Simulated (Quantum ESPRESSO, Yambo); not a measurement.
# Quasiparticle gap of SiC (Moissanite) in Yambo, part 2 of 3

Aim: the G0W0 gap of SiC (Moissanite) on PBE, step by step.

Quantum ESPRESSO 7.5 and Yambo 5.3.0; PBE and many-body steps on it, plane waves. Known limits of the many-body steps: not at the basis limit; coarse k mesh.

So far. Step 2 (Ground state): The gap is indirect, with the least direct gap 1.11 eV higher.

## (3) Bands along the symmetry lines

Level of this step: DFT, PBE, plane waves, norm-conserving pseudopotentials (Quantum ESPRESSO).

The cheap functional maps the bands first; the places of the edges decide which points the dearer methods must see.

pw.in

```
&control
  calculation = 'bands'
  prefix = 'x'
  outdir = 'o'
  pseudo_dir = 'pseudo'
/
&system
  ibrav = 0
  nat = 12
  ntyp = 2
  ecutwfc = 74.0
  nbnd = 30
  force_symmorphic = .true.
/
&electrons
  conv_thr = 1e-9
  electron_maxstep = 80
  diago_full_acc = .true.
  diago_thr_init = 5e-6
/
ATOMIC_SPECIES
  Si 28.085 Si.upf
  C 12.011 C.upf
CELL_PARAMETERS angstrom
  3.0810000000 -0.0000000000 0.0000000000
  -1.5405000000 2.6682242691 0.0000000000
  0.0000000000 0.0000000000 15.1248000000
ATOMIC_POSITIONS crystal
  Si 0.0000000000 0.0000000000 0.0000000000
  Si 0.0000000000 0.0000000000 0.5000000000
  Si 0.3333333333 0.6666666667 0.1664000000
  Si 0.6666666667 0.3333333333 0.6664000000
  Si 0.6666666667 0.3333333333 0.3329000000
  Si 0.3333333333 0.6666666667 0.8329000000
  C 0.3333333333 0.6666666667 0.0412000000
  C 0.6666666667 0.3333333333 0.5412000000
  C 0.6666666667 0.3333333333 0.2080000000
  C 0.3333333333 0.6666666667 0.7080000000
  C 0.0000000000 0.0000000000 0.3746000000
  C 0.0000000000 0.0000000000 0.8746000000
K_POINTS crystal
  75
  0.00000000 0.00000000 0.00000000 1
  0.06250000 0.00000000 0.00000000 1
  0.12500000 0.00000000 0.00000000 1
  0.18750000 0.00000000 0.00000000 1
  0.25000000 0.00000000 0.00000000 1
  0.31250000 0.00000000 0.00000000 1
  0.37500000 0.00000000 0.00000000 1
  0.43750000 0.00000000 0.00000000 1
  0.50000000 0.00000000 0.00000000 1
  0.47916667 0.04166667 0.00000000 1
  0.45833333 0.08333333 0.00000000 1
  0.43750000 0.12500000 0.00000000 1
  0.41666666 0.16666666 0.00000000 1
  0.39583333 0.20833333 0.00000000 1
  0.37500000 0.25000000 0.00000000 1
  0.35416666 0.29166666 0.00000000 1
  0.33333333 0.33333333 0.00000000 1
  0.29166666 0.29166666 0.00000000 1
  0.25000000 0.25000000 0.00000000 1
  0.20833333 0.20833333 0.00000000 1
  0.16666666 0.16666666 0.00000000 1
  0.12500000 0.12500000 0.00000000 1
  0.08333333 0.08333333 0.00000000 1
  0.04166667 0.04166667 0.00000000 1
  0.00000000 0.00000000 0.00000000 1
  0.00000000 0.00000000 0.06250000 1
  0.00000000 0.00000000 0.12500000 1
  0.00000000 0.00000000 0.18750000 1
  0.00000000 0.00000000 0.25000000 1
  0.00000000 0.00000000 0.31250000 1
  0.00000000 0.00000000 0.37500000 1
  0.00000000 0.00000000 0.43750000 1
  0.00000000 0.00000000 0.50000000 1
  0.06250000 0.00000000 0.50000000 1
  0.12500000 0.00000000 0.50000000 1
  0.18750000 0.00000000 0.50000000 1
  0.25000000 0.00000000 0.50000000 1
  0.31250000 0.00000000 0.50000000 1
  0.37500000 0.00000000 0.50000000 1
  0.43750000 0.00000000 0.50000000 1
  0.50000000 0.00000000 0.50000000 1
  0.47916667 0.04166667 0.50000000 1
  0.45833333 0.08333333 0.50000000 1
  0.43750000 0.12500000 0.50000000 1
  0.41666666 0.16666666 0.50000000 1
  0.39583333 0.20833333 0.50000000 1
  0.37500000 0.25000000 0.50000000 1
  0.35416666 0.29166666 0.50000000 1
  0.33333333 0.33333333 0.50000000 1
  0.29166666 0.29166666 0.50000000 1
  0.25000000 0.25000000 0.50000000 1
  0.20833333 0.20833333 0.50000000 1
  0.16666666 0.16666666 0.50000000 1
  0.12500000 0.12500000 0.50000000 1
  0.08333333 0.08333333 0.50000000 1
  0.04166667 0.04166667 0.50000000 1
  0.00000000 0.00000000 0.50000000 1
  0.50000000 0.00000000 0.50000000 1
  0.50000000 0.00000000 0.43750000 1
  0.50000000 0.00000000 0.37500000 1
  0.50000000 0.00000000 0.31250000 1
  0.50000000 0.00000000 0.25000000 1
  0.50000000 0.00000000 0.18750000 1
  0.50000000 0.00000000 0.12500000 1
  0.50000000 0.00000000 0.06250000 1
  0.50000000 0.00000000 0.00000000 1
  0.33333333 0.33333333 0.50000000 1
  0.33333333 0.33333333 0.43750000 1
  0.33333333 0.33333333 0.37500000 1
  0.33333333 0.33333333 0.31250000 1
  0.33333333 0.33333333 0.25000000 1
  0.33333333 0.33333333 0.18750000 1
  0.33333333 0.33333333 0.12500000 1
  0.33333333 0.33333333 0.06250000 1
  0.33333333 0.33333333 0.00000000 1
```

On the command line:

```sh
OMP_NUM_THREADS=1 mpirun -n 16 pw.x -nk 16 -in pw.in > pw.out
```

The log of the run:

```text
[banner, memory and clock lines left out]
Program PWSCF v.7.5 starts

     Atomic positions and unit cell read from directory:
     o/x.save/

     Message from routine setup:
     using ibrav=0 with symmetry is DISCOURAGED, use correct ibrav instead

     G-vector sticks info

     bravais-lattice index     =            0
     lattice parameter (alat)  =       5.8222  a.u.
     unit-cell volume          =     839.0740 (a.u.)^3
     number of atoms/cell      =           12
     number of atomic types    =            2
     number of electrons       =        48.00
     number of Kohn-Sham states=           30
     kinetic-energy cutoff     =      74.0000  Ry
     charge density cutoff     =     296.0000  Ry
     Exchange-correlation= PBE
                           (   1   4   3   4   0   0   0)

     celldm(1)=   5.822246  celldm(2)=   0.000000  celldm(3)=   0.000000
     celldm(4)=   0.000000  celldm(5)=   0.000000  celldm(6)=   0.000000

     crystal axes: (cart. coord. in units of alat)
               a(1) = (   1.000000  -0.000000   0.000000 )
               a(2) = (  -0.500000   0.866025   0.000000 )
               a(3) = (   0.000000   0.000000   4.909056 )

     reciprocal axes: (cart. coord. in units 2 pi/alat)
               b(1) = (  1.000000  0.577350 -0.000000 )
               b(2) = (  0.000000  1.154701 -0.000000 )
               b(3) = ( -0.000000 -0.000000  0.203705 )
     Pseudo is Norm-conserving + core correction, Zval =  4.0
     Generated using ONCVPSP code by D. R. Hamann
     Using radial grid of 1510 points,  6 beta functions with:
     Pseudo is Norm-conserving + core correction, Zval =  4.0
     Generated using ONCVPSP code by D. R. Hamann
     Using radial grid of 1248 points,  4 beta functions with:
     Si                4.00    28.08500     Si( 1.00)
     C                 4.00    12.01100     C ( 1.00)

      6 Sym. Ops. (no inversion) found

   Cartesian axes

     site n.     atom                  positions (alat units)
         1        Si     tau(   1) = (   0.0000000   0.0000000   0.0000000  )
         2        Si     tau(   2) = (   0.0000000   0.0000000   2.4545278  )
         3        Si     tau(   3) = (  -0.0000000   0.5773503   0.8168668  )
         4        Si     tau(   4) = (   0.5000000   0.2886751   3.2713946  )
         5        Si     tau(   5) = (   0.5000000   0.2886751   1.6342246  )
         6        Si     tau(   6) = (  -0.0000000   0.5773503   4.0887523  )
         7        C      tau(   7) = (  -0.0000000   0.5773503   0.2022531  )
         8        C      tau(   8) = (   0.5000000   0.2886751   2.6567808  )
         9        C      tau(   9) = (   0.5000000   0.2886751   1.0210835  )
        10        C      tau(  10) = (  -0.0000000   0.5773503   3.4756113  )
        11        C      tau(  11) = (   0.0000000   0.0000000   1.8389322  )
        12        C      tau(  12) = (   0.0000000   0.0000000   4.2934599  )

     number of k points=    75
                       cart. coord. in units 2pi/alat
        k(    1) = (   0.0000000   0.0000000   0.0000000), wk =   0.0266667
        k(    2) = (   0.0625000   0.0360844   0.0000000), wk =   0.0266667
        k(    3) = (   0.1250000   0.0721688   0.0000000), wk =   0.0266667
[...]
[... 63 further rows ...]
        k(   74) = (   0.3333333   0.5773503   0.0127316), wk =   0.0266667
        k(   75) = (   0.3333333   0.5773503   0.0000000), wk =   0.0266667

     Dense  grid:    72085 G-vectors     FFT dimensions: (  32,  32, 160)

     The potential is recalculated from file :
     o/x.save/charge-density

     Starting wfcs are   48 randomized atomic wfcs

     Band Structure Calculation

     End of band structure calculation

          k = 0.0000 0.0000 0.0000 (  8941 PWs)   bands (ev):

    -5.9269  -5.4210  -5.3560  -3.8965  -3.8338  -2.3695   0.9408   3.2765
     3.3221   7.0856   7.1327   8.3758   8.3758   8.5558   8.5558   8.6806
     8.6806   9.1281   9.1281   9.2402   9.2402   9.4926   9.5283   9.5283
    14.6927  14.8641  15.2659  15.7771  15.8044  16.1863

          k = 0.0625 0.0361 0.0000 (  8945 PWs)   bands (ev):

[...]
14.9213  15.0966  15.4205  15.9077  15.9433  16.1881

          k = 0.1250 0.0722 0.0000 (  8956 PWs)   bands (ev):

[...]
14.7681  15.1013  15.1653  15.7857  16.0298  16.1932

[...]
k = 0.3333 0.5774 0.0127 (  9087 PWs)   bands (ev):

[...]
13.0279  13.0279  13.2846  14.5549  15.6783  15.6784

          k = 0.3333 0.5774 0.0000 (  9084 PWs)   bands (ev):

[...]
2.0716   2.3951   2.7614   2.7614   3.5158   3.5158   3.8560   4.7479
     4.9706   4.9706   6.1597   6.1597   6.3880   7.3203   7.4504   7.4504
    13.0216  13.0216  13.2744  14.5720  15.7371  15.7373

     XML data file, pseudopotentials, collected wavefunctions
```

Run time: 14 s. Hardware: 16 MPI ranks of Arm Neoverse V2, shared host; peak memory 1.6 GiB; 3.2 min of CPU time.

This step gave:

| Item | Value |
| --- | --- |
| gap | 2.012 eV |
| k of the valence top | 0, 0, 0 |
| k of the conduction bottom | 0.5, 0, 0.1875 |
| least direct gap | 3.123 eV |

The gap is 2.012 eV, −0.005 eV from the run before at this level.

Electronic bands along the path, in eV, zero at the top of the highest filled band:

```tsv
point	band 21	band 22	band 23	band 24	band 25	band 26	band 27	band 28
Γ	-0.29	-0.04	0.00	0.00	5.16	5.34	5.74	6.25
M	-1.84	-1.76	-1.66	-1.11	2.02	2.21	3.23	3.89
K	-3.14	-2.21	-2.08	-2.08	3.49	3.49	3.75	5.04
Γ	-0.29	-0.04	0.00	0.00	5.16	5.34	5.74	6.25
A	-0.09	-0.09	-0.09	-0.09	5.23	5.23	5.97	5.97
L	-1.72	-1.72	-1.31	-1.31	2.06	2.06	3.45	3.45
H	-2.63	-2.63	-2.27	-2.27	3.68	3.68	4.32	4.32
A	-0.09	-0.09	-0.09	-0.09	5.23	5.23	5.97	5.97
jump to L	-1.72	-1.72	-1.31	-1.31	2.06	2.06	3.45	3.45
M	-1.84	-1.76	-1.66	-1.11	2.02	2.21	3.23	3.89
jump to H	-2.63	-2.63	-2.27	-2.27	3.68	3.68	4.32	4.32
K	-3.14	-2.21	-2.08	-2.08	3.49	3.49	3.75	5.04
```

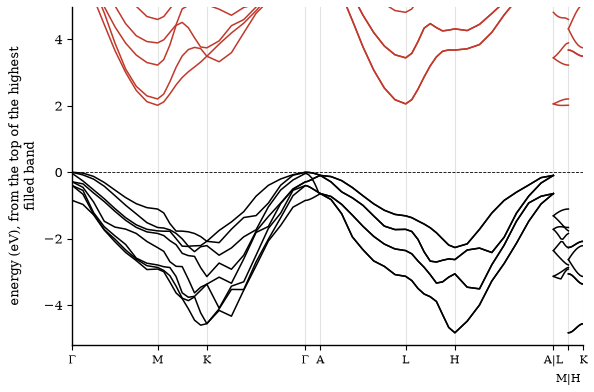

Electronic bands along the path; lines of filled and empty bands in two colours.

## (4) Empty states on the mesh, 6×6×1 mesh, 207 bands

The sums over transitions need many empty states on a uniform mesh; this step solves for them.

pw.in

```
&control
  calculation = 'nscf'
  prefix = 'x'
  outdir = 'o'
  pseudo_dir = 'pseudo'
/
&system
  ibrav = 0
  nat = 12
  ntyp = 2
  ecutwfc = 74.0
  nbnd = 207
  force_symmorphic = .true.
/
&electrons
  conv_thr = 1e-9
  electron_maxstep = 80
  diago_full_acc = .true.
  diago_thr_init = 5e-6
/
ATOMIC_SPECIES
  Si 28.085 Si.upf
  C 12.011 C.upf
CELL_PARAMETERS angstrom
  3.0810000000 -0.0000000000 0.0000000000
  -1.5405000000 2.6682242691 0.0000000000
  0.0000000000 0.0000000000 15.1248000000
ATOMIC_POSITIONS crystal
  Si 0.0000000000 0.0000000000 0.0000000000
  Si 0.0000000000 0.0000000000 0.5000000000
  Si 0.3333333333 0.6666666667 0.1664000000
  Si 0.6666666667 0.3333333333 0.6664000000
  Si 0.6666666667 0.3333333333 0.3329000000
  Si 0.3333333333 0.6666666667 0.8329000000
  C 0.3333333333 0.6666666667 0.0412000000
  C 0.6666666667 0.3333333333 0.5412000000
  C 0.6666666667 0.3333333333 0.2080000000
  C 0.3333333333 0.6666666667 0.7080000000
  C 0.0000000000 0.0000000000 0.3746000000
  C 0.0000000000 0.0000000000 0.8746000000
K_POINTS automatic
  6 6 1 0 0 0
```

On the command line:

```sh
OMP_NUM_THREADS=1 mpirun -n 16 pw.x -nk 4 -in pw.in > pw.out
```

The log of the run:

```text
[banner, memory and clock lines left out]
Program PWSCF v.7.5 starts

     Atomic positions and unit cell read from directory:
     o/x.save/

     Message from routine setup:
     using ibrav=0 with symmetry is DISCOURAGED, use correct ibrav instead

     bravais-lattice index     =            0
     lattice parameter (alat)  =       5.8222  a.u.
     unit-cell volume          =     839.0740 (a.u.)^3
     number of atoms/cell      =           12
     number of atomic types    =            2
     number of electrons       =        48.00
     number of Kohn-Sham states=          207
     kinetic-energy cutoff     =      74.0000  Ry
     charge density cutoff     =     296.0000  Ry
     Exchange-correlation= PBE
                           (   1   4   3   4   0   0   0)

     celldm(1)=   5.822246  celldm(2)=   0.000000  celldm(3)=   0.000000
     celldm(4)=   0.000000  celldm(5)=   0.000000  celldm(6)=   0.000000

     crystal axes: (cart. coord. in units of alat)
               a(1) = (   1.000000  -0.000000   0.000000 )
               a(2) = (  -0.500000   0.866025   0.000000 )
               a(3) = (   0.000000   0.000000   4.909056 )

     reciprocal axes: (cart. coord. in units 2 pi/alat)
               b(1) = (  1.000000  0.577350 -0.000000 )
               b(2) = (  0.000000  1.154701 -0.000000 )
               b(3) = ( -0.000000 -0.000000  0.203705 )
     Pseudo is Norm-conserving + core correction, Zval =  4.0
     Generated using ONCVPSP code by D. R. Hamann
     Using radial grid of 1510 points,  6 beta functions with:
     Pseudo is Norm-conserving + core correction, Zval =  4.0
     Generated using ONCVPSP code by D. R. Hamann
     Using radial grid of 1248 points,  4 beta functions with:
     Si                4.00    28.08500     Si( 1.00)
     C                 4.00    12.01100     C ( 1.00)

      6 Sym. Ops. (no inversion) found

   Cartesian axes

     site n.     atom                  positions (alat units)
         1        Si     tau(   1) = (   0.0000000   0.0000000   0.0000000  )
         2        Si     tau(   2) = (   0.0000000   0.0000000   2.4545278  )
         3        Si     tau(   3) = (  -0.0000000   0.5773503   0.8168668  )
         4        Si     tau(   4) = (   0.5000000   0.2886751   3.2713946  )
         5        Si     tau(   5) = (   0.5000000   0.2886751   1.6342246  )
         6        Si     tau(   6) = (  -0.0000000   0.5773503   4.0887523  )
         7        C      tau(   7) = (  -0.0000000   0.5773503   0.2022531  )
         8        C      tau(   8) = (   0.5000000   0.2886751   2.6567808  )
         9        C      tau(   9) = (   0.5000000   0.2886751   1.0210835  )
        10        C      tau(  10) = (  -0.0000000   0.5773503   3.4756113  )
        11        C      tau(  11) = (   0.0000000   0.0000000   1.8389322  )
        12        C      tau(  12) = (   0.0000000   0.0000000   4.2934599  )

     number of k points=     7
                       cart. coord. in units 2pi/alat
        k(    1) = (   0.0000000   0.0000000   0.0000000), wk =   0.0555556
        k(    2) = (   0.0000000   0.1924501   0.0000000), wk =   0.3333333
        k(    3) = (   0.0000000   0.3849002   0.0000000), wk =   0.3333333
        k(    4) = (   0.0000000  -0.5773503   0.0000000), wk =   0.1666667
        k(    5) = (   0.1666667   0.2886751   0.0000000), wk =   0.3333333
        k(    6) = (   0.1666667   0.4811252   0.0000000), wk =   0.6666667
        k(    7) = (   0.3333333   0.5773503   0.0000000), wk =   0.1111111

     Dense  grid:    72085 G-vectors     FFT dimensions: (  32,  32, 160)

     The potential is recalculated from file :
     o/x.save/charge-density

     Starting wfcs are   48 randomized atomic wfcs +  159 random wfcs

     Band Structure Calculation

     End of band structure calculation

          k = 0.0000 0.0000 0.0000 (  8941 PWs)   bands (ev):

    -5.9269  -5.4210  -5.3560  -3.8965  -3.8338  -2.3695   0.9408   3.2765
     3.3221   7.0856   7.1327   8.3758   8.3758   8.5558   8.5558   8.6806
     8.6806   9.1281   9.1281   9.2402   9.2402   9.4926   9.5283   9.5283
[...]
[... 14 further rows ...]
[...]
71.3838  71.5816  71.7326  72.9233  72.9825  73.3848  73.3848

          k = 0.0000 0.1925 0.0000 (  8976 PWs)   bands (ev):

[...]
[... 14 further rows ...]
[...]
71.4483  71.6305  71.7041  71.7169  71.9290  72.1639  72.2058

          k = 0.0000 0.3849 0.0000 (  9014 PWs)   bands (ev):

[...]
32.1785  32.2578  32.9326  33.1263  33.3376  33.5735  33.6644  33.9672
     [... 14 further rows ...]
    68.5040  68.8057  69.3149  69.9006  70.0081  70.0921  70.5333  70.7780
    70.9628  71.2308  71.5192  71.8495  72.3913  72.5910  73.0745

          k = 0.0000-0.5774 0.0000 (  9034 PWs)   bands (ev):

     [... further k-points ...]

     highest occupied, lowest unoccupied level (ev):     9.5283   11.5451

     XML data file, pseudopotentials, collected wavefunctions
```

The job ended after 16 s (16 MPI ranks; peak memory 1.5 GiB).

This step gave:

```yaml
gap: 2.017 eV
k_of_the_valence_top: 0, 0, 0
k_of_the_conduction_bottom: 0, -0.5, 0
least_direct_gap: 3.123 eV
k_points_computed: 7
lowest_point_of_the_top_converged_band_above_the_valence_top: 62.5700 eV
```

On this mesh the gap is 2.017 eV.

(Part 2 of 3 ends here.)

[Paths, hosts, dates, memory and timing lines, banners, echoed tables and standing remarks are left out of the program output.]

[Logs are printed without paths, hosts, clocks, repeated set-up lines and the standing remarks that a program may print on its own settings, such as how far it seeks lower states.]

[Runs of the session that timed out or met a known fault of the program may be left out.]

[Hosts, paths, dates, database ids (printed as entryN), source tags and the programs' standing remarks are cut or masked in the printed files.]
